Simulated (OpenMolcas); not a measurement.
# CHClGaNO (SMILES O=C=[N][GaH][Cl]) at 6 levels

Aim: a comparison of 6 runs (HF/STO-3G, HF/3-21G, B2PLYP/6-31G*, BLYP/6-31G*, MP2/6-31G*, CCSD(T)/6-31G*) of CHClGaNO. 

The results are computed with OpenMolcas 26.06.

1 further run of the same task is left out (set aside as unsound or not needed).

## 1. Starting point

CHClGaNO has 6 atoms, charge 0, and is taken as a singlet. SMILES: `O=C=[N][GaH][Cl]`. Geometry: relaxed at PBE0-D4/def2-TZVP. This is one conformer, not always the lowest.

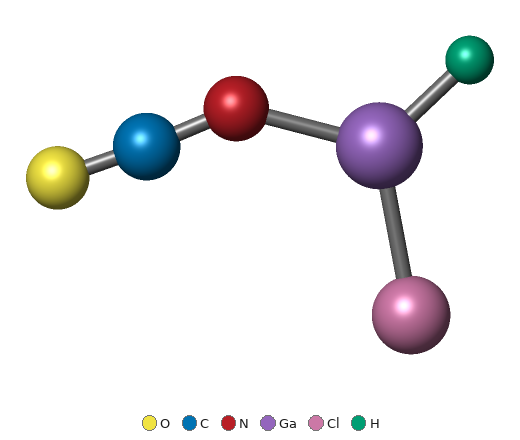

Viewed from a chosen angle; oxygen yellow, carbon blue, nitrogen red, gallium purple, chlorine pink, hydrogen teal.

## 2. Energy and forces at HF/STO-3G (run 1)

run.input

```
&gateway
 baslib
 $CurrDir
 coord
 6
 bohr
 O     -1.32318623    -4.96355464    -1.31657219
 C     -1.30731253    -2.80813302    -0.88363594
 N     -1.43014473    -0.57579955    -0.46846311
 Ga     0.46959694     2.12480805     0.52099749
 Cl     4.34145680     1.31260377     1.28085637
 H     -0.67066380     4.78932189     0.77988997
 basis
 STO-3G
 group
 NoSym

&seward

&scf
 thresholds
 1e-10 1e-07 1e-07 1e-05
 prorbitals
 1 1

&alaska
```

The basis set STO-3G is read from a file made from the Basis Set Exchange's data (not shown).

Launch:

```sh
$ export MOLCAS_MEM=1860
$ pymolcas run.input > run.log
```

Log:

```text
--- Start Module: gateway ---
[...]
--- Stop Module: gateway /rc=_RC_ALL_IS_WELL_ ---
[...]
      Basis functions           43
[...]
--- Start Module: scf ---
[...]
       Convergence after  16 Iterations
[...]
::    Total SCF energy                              -2521.1052546234
[...]
      Total spin, S                                     0.0000000000
[...]
      Total electronic charge=   70.000000
      Total            charge=   -0.000000
[...]
      Dipole Moment (debye):
      Origin of the operator (angstrom)=    0.4562    0.2739    0.1558
                   X= -1.5254E+00               Y=  1.8777E+00               Z=  1.0617E-02           Total=  2.4192E+00
      Quadrupole Moment (debye*angstrom):
[...]
--- Stop Module: scf /rc=_RC_ALL_IS_WELL_ ---
--- Start Module: alaska ---
[...]
 *              Molecular gradients               *
 **************************************************
  Irreducible representation: a
 ------------------------------------------------------------------------------------------
                              X                       Y                       Z
 ------------------------------------------------------------------------------------------
  O1                3.53609901541763E-03    6.12508400052008E-02    1.30341156214904E-02
  C2               -6.23108489530688E-03   -3.10715048921697E-02   -7.66546589694905E-03
  N3               -5.37958328695858E-02   -1.03231965528018E-01   -3.33471756548525E-02
  GA4               5.33469501616288E-02    2.74536554045497E-02    1.81546261378540E-02
  CL5               2.60688794739039E-02   -4.15482709970894E-03    5.37781861686071E-03
  H6               -2.29250108860306E-02    4.97538021100921E-02    4.44608117557088E-03
 ------------------------------------------------------------------------------------------
--- Stop Module: alaska /rc=_RC_ALL_IS_WELL_ ---
[...]
```

Run time: 1.9 s. Hardware: 1 thread of Intel Xeon 6975P-C (Granite Rapids), shared host; peak memory 0.38 GiB.

## 3. Energy and forces at HF/3-21G (run 2)

struct.xyz

```xyz
6

O     -0.700200    -2.626600    -0.696700
C     -0.691800    -1.486000    -0.467600
N     -0.756800    -0.304700    -0.247900
Ga     0.248500     1.124400     0.275700
Cl     2.297400     0.694600     0.677800
H     -0.354900     2.534400     0.412700
```

test.inp

```
&GATEWAY
  BasLib
  $CurrDir
  Coord
  struct.xyz
  Basis
  3-21G
  Group
  NoSym

&SEWARD

&SCF
  Thresholds
  1e-10 1e-07 1e-07 1e-05
  PrOrbitals
  1 1

&ALASKA
```

The basis set 3-21G is read from a file made from the Basis Set Exchange's data (not shown).

Launch:

```sh
$ export MOLCAS_MEM=1860
$ pymolcas test.inp > test.log
```

Log:

```text
--- Start Module: gateway ---
[...]
--- Stop Module: gateway /rc=_RC_ALL_IS_WELL_ ---
[...]
      Basis functions           64
[...]
--- Start Module: scf ---
[...]
       Convergence after  15 Iterations
[...]
::    Total SCF energy                              -2538.0770660169
[...]
      Total spin, S                                     0.0000000000
[...]
      Total electronic charge=   70.000000
      Total            charge=   -0.000000
[...]
      Dipole Moment (debye):
      Origin of the operator (angstrom)=    0.4562    0.2739    0.1558
                   X= -1.4466E+00               Y=  2.6984E+00               Z=  1.9265E-01           Total=  3.0677E+00
      Quadrupole Moment (debye*angstrom):
[...]
--- Stop Module: scf /rc=_RC_ALL_IS_WELL_ ---
[...]
--- Start Module: alaska ---
[...]
 *              Molecular gradients               *
 **************************************************
  Irreducible representation: a
 ------------------------------------------------------------------------------------------
                              X                       Y                       Z
 ------------------------------------------------------------------------------------------
  O1               -8.13895240325380E-04    4.77974159247552E-03    7.55069113059115E-04
  C2                1.49313238143458E-02   -2.52441648341670E-02   -1.46866048217920E-03
  N3               -3.11746454995614E-02    1.29968148307681E-02   -4.82925930202471E-03
  GA4               4.93897845485538E-02    3.74438864783855E-03    1.24955705915877E-02
  CL5              -3.11179720770269E-02    6.18315420047599E-03   -6.17489692664996E-03
  H6               -1.21459554599967E-03   -2.45993443735237E-03   -7.77822993802468E-04
 ------------------------------------------------------------------------------------------
--- Stop Module: alaska /rc=_RC_ALL_IS_WELL_ ---
[...]
```

Wall time 2.8 s (1 thread of Intel Xeon 6975P-C (Granite Rapids), shared host); peak memory 0.4 GiB.

Run 3 isn't shown in full; the table further down has it.

## 4. Energy and gradient at BLYP/6-31G(d) (spherical functions) (run 4)

run.input

```
* CHClGaNO Kohn-Sham DFT

&GATEWAY
  BasLib = $CurrDir
  Coord
  6
  bohr
  O     -1.32318623    -4.96355464    -1.31657219
  C     -1.30731253    -2.80813302    -0.88363594
  N     -1.43014473    -0.57579955    -0.46846311
  Ga     0.46959694     2.12480805     0.52099749
  Cl     4.34145680     1.31260377     1.28085637
  H     -0.67066380     4.78932189     0.77988997
  Basis = 6-31Gs
  Group = NoSym

&SEWARD
  GridInput
  Grid=UltraFine
  End of Grid

&SCF
  KSDFT = BLYP
  Thresholds = 1e-10 1e-07 1e-07 1e-05
  PrOrbitals = 1 1

&ALASKA
```

The basis set 6-31G* is read from a file made from the Basis Set Exchange's data (not shown).

Launch:

```sh
$ export MOLCAS_MEM=1860
$ pymolcas run.input > run.log
```

Log:

```text
--- Start Module: gateway ---
[...]
--- Stop Module: gateway /rc=_RC_ALL_IS_WELL_ ---
[...]
      Basis functions           94
[...]
--- Start Module: scf ---
[...]
       Convergence after  18 Iterations
[...]
::    Total KS-DFT energy                           -2553.5492324083
[...]
      Total spin, S                                     0.0000000000
[...]
      Total electronic charge=   70.000000
      Total            charge=   -0.000000
[...]
      Dipole Moment (debye):
      Origin of the operator (angstrom)=    0.4562    0.2739    0.1558
                   X= -7.1541E-01               Y=  1.9479E+00               Z=  2.1737E-01           Total=  2.0865E+00
      Quadrupole Moment (debye*angstrom):
[...]
--- Stop Module: scf /rc=_RC_ALL_IS_WELL_ ---
[...]
--- Start Module: alaska ---
[...]
 *              Molecular gradients               *
 **************************************************
  Irreducible representation: a
 ------------------------------------------------------------------------------------------
                              X                       Y                       Z
 ------------------------------------------------------------------------------------------
  O1                1.02711296342495E-03    5.11638408633814E-02    1.04287729391013E-02
  C2               -3.43109910808392E-03   -8.23561569928333E-03   -2.45276794317950E-03
  N3                9.93092417960995E-03   -3.28546990990871E-02   -4.17954928654751E-03
  GA4               5.75547520449504E-03   -7.43584317288182E-03   -1.11248319416557E-04
  CL5              -1.55146182099415E-02    2.60225432378292E-03   -3.17414554930195E-03
  H6                2.23220497046350E-03   -5.23993721594707E-03   -5.11061840664739E-04
 ------------------------------------------------------------------------------------------
--- Stop Module: alaska /rc=_RC_ALL_IS_WELL_ ---
[...]
```

It took 26 s on 1 thread of Intel Xeon 6975P-C (Granite Rapids), shared host; peak memory 0.52 GiB.

Run 5 isn't shown in full; the table further down has it.

## 5. A single-point energy at CCSD(T)/6-31G(d) (spherical functions) (run 6)

run.inp

```
* CHClGaNO CCSD(T)
>>> EXPORT MOLCAS_PRINT=2

&GATEWAY
  BASLIB=$CurrDir
  COORD
  6
  angstrom
  O       -0.700200      -2.626600      -0.696700
  C       -0.691800      -1.486000      -0.467600
  N       -0.756800      -0.304700      -0.247900
  Ga       0.248500       1.124400       0.275700
  Cl       2.297400       0.694600       0.677800
  H       -0.354900       2.534400       0.412700
  BASIS=6-31Gs
  GROUP=NoSym

&SEWARD

&SCF
  THRESHOLDS=1e-10 1e-07 1e-07 1e-05
  PRORBITALS=1 2

&RASSCF
  FILEORB=$Project.ScfOrb
  SPIN=1
  NACTEL=0 0 0
  INACTIVE=35
  RAS2=0
  OUTORBITALS=Canonical
  ORBLISTING=Nothing

&MOTRA
  JOBIPH
  FROZEN=17

&CCSDT
  CCT
  TRIPLES=2
  ITERATIONS=80
  ACCURACY=1e-08
  EXTRAPOLATION=5 4
```

The basis set 6-31G* is read from a file made from the Basis Set Exchange's data (not shown).

Launch:

```sh
$ export MOLCAS_MEM=1860
$ pymolcas run.inp > run.log
```

Log:

```text
--- Start Module: gateway ---
[...]
--- Stop Module: gateway /rc=_RC_ALL_IS_WELL_ ---
[...]
      Basis functions           94
[...]
       Convergence after  17 Iterations
[...]
::    Total SCF energy                              -2550.3058480421
[...]
      Total spin, S                                     0.0000000000
[...]
      Number of active orbitals                  0
[...]
      Spin quantum number                      0.0
[...]
      Active orbitals                            0
[...]
      Number of CSFs                             1
[...]
      Number of root(s) required                 1
[...]
      Convergence after  4 iterations
[...]
      Natural orbitals and occupation numbers for root  1
      ************************************************************************************************************************
      *                                                    Final results                                                     *
      ************************************************************************************************************************
[...]
::    RASSCF root number  1 Total energy:  -2550.30584804
[...]
      Total electronic charge=   70.000000
      Total            charge=   -0.000000
[...]
      Dipole Moment (debye):
      Origin of the operator (angstrom)=    0.4562    0.2739    0.1558
                   X= -8.2774E-01               Y=  2.6767E+00               Z=  3.3566E-01           Total=  2.8218E+00
      Quadrupole Moment (debye*angstrom):
[...]
--- Start Module: motra ---
[...]
      *** WARNING: Default frozen orbitals is overwritten by user input.
      *** Default values:  22
[...]
--- Stop Module: motra /rc=_RC_ALL_IS_WELL_ ---
[...]
--- Start Module: ccsdt ---
[...]
      Convergence after                    17  Iterations
      Total energy (diff) :   -2551.11380308      -0.00000001
[...]
 METHOD                       : CCSD+T(CCSD)+<T3(1)WT1> = CCSD(T)
[...]
       CCSD     =     -2551.1138030777547
[...]
--- Stop Module: ccsdt /rc=_RC_ALL_IS_WELL_ ---
[...]
```

Wall time 80 s (1 thread of Intel Xeon 6975P-C (Granite Rapids), shared host); peak memory 0.52 GiB.

## 6. The series

```
run                                 level      task  frozen core orbitals   energy (Eh)  dipole moment (D) of the reference  HOMO energy (eV)  LUMO energy (eV)  wall time
  1                             HF/STO-3G  gradient                     –  -2521.105255                                2.42             -8.45              3.86      1.9 s
  2                              HF/3-21G  gradient                     –  -2538.077066                                3.07            -11.87              0.91      2.8 s
  3   B2PLYP/6-31G* (spherical functions)    energy                    17  -2552.859735                                2.58             -9.91             -0.77       18 s
  4     BLYP/6-31G* (spherical functions)  gradient                     –  -2553.549232                                2.09             -7.09             -2.46       26 s
  5      MP2/6-31G* (spherical functions)    energy                    17  -2551.114581                                2.82            -12.10              0.97      8.1 s
  6  CCSD(T)/6-31G* (spherical functions)    energy                    17  -2551.141049                                2.82            -12.10              0.97       80 s
```

## 7. Results

| quantity | value |
| --- | --- |
| run 6: total energy | -2551.14105 Eh |
| run 6: dipole moment (mean-field density) | 2.82 D |
| run 6: HOMO energy (Hartree–Fock orbitals) | -12.10 eV |
| run 6: LUMO energy (Hartree–Fock orbitals) | 0.97 eV |
| run 6: HOMO–LUMO gap (Hartree–Fock orbitals) | 13.08 eV |
| run 6: correlation energy (17 core orbitals frozen) | -835.2 mEh |
| run 6: (T) correction | -27.25 mEh |

What this shows: Over runs 1, 2, 3, 4 the dipole moment (its size) runs from 2.09 D (BLYP/6-31G*) to 3.07 D (HF/3-21G). The two ends differ in method and basis. Over runs 1, 2, 3, 4 the HOMO–LUMO gap runs from 4.63 eV (BLYP/6-31G*) to 12.79 eV (HF/3-21G). For B2PLYP the log adds the whole second-order term; the table takes 0.27 of it, as the functional is defined. Totals of different functionals can't be ranked against each other. In run 1 the basis is minimal, so the values are rough. All runs together took 2.3 min, the longest 80 s.
